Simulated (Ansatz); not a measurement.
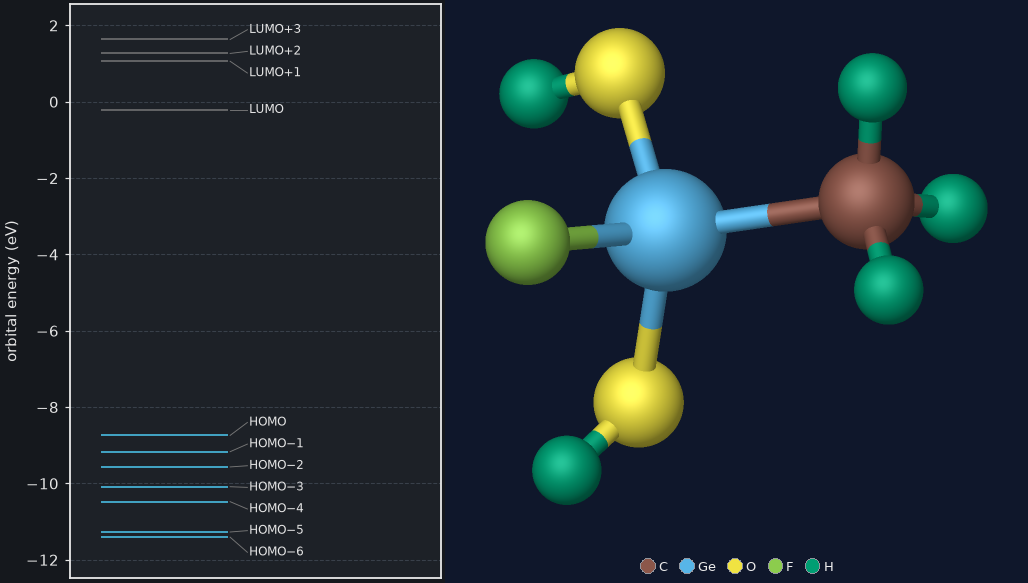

CH₅FGeO₂, SMILES [CH3][Ge]([OH])([OH])[F], singlet. Kohn-Sham orbital energies near the frontier, B3LYP/def2-TZVPP with the Ansatz code 0.2.0, at a PBE0-D4/def2-TZVP geometry (a minimum by its frequencies), isolated molecule; empty levels in grey, levels within 0.03 eV side by side.

Question: Where do the frontier orbitals lie?

Answer: HOMO at −8.74 eV, LUMO at −0.21 eV, 8.53 eV apart.

Question: How far below the HOMO does the next level lie?

Answer: 0.43 eV.

Caveats: no scalar relativity up to krypton; empty levels above zero depend strongly on the basis.
